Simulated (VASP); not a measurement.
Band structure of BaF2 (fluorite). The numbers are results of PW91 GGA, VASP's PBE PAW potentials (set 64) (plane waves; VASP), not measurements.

Unless said otherwise, spin-orbit coupling is left out, though it shifts the bands of the heavy elements here.

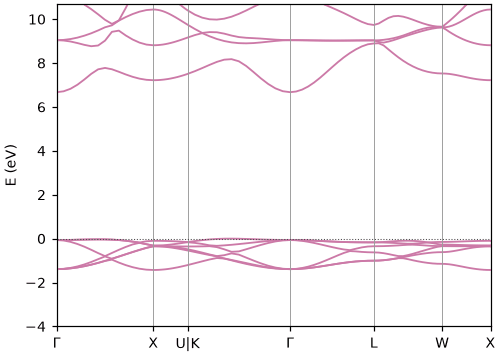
Figure. Bands along high-symmetry lines, zero at the valence-band maximum or, without a gap, the Fermi level

### Question
Read the plot: is there a gap, and where are the band edges?

### Answer
The gap is indirect, 6.67 eV, from the valence maximum at K-Γ at 0.43 to the conduction minimum at Γ. (Edges off the drawn lines would not show.)

Measured: gap 10.50 eV (computed value off by -3.83 eV), as given by Andrés Aguado et al., Journal of the Physical Society of Japan (1999), arXiv:cond-mat/9901145.

The compound is BaF2 in the fluorite structure. It was relaxed first.
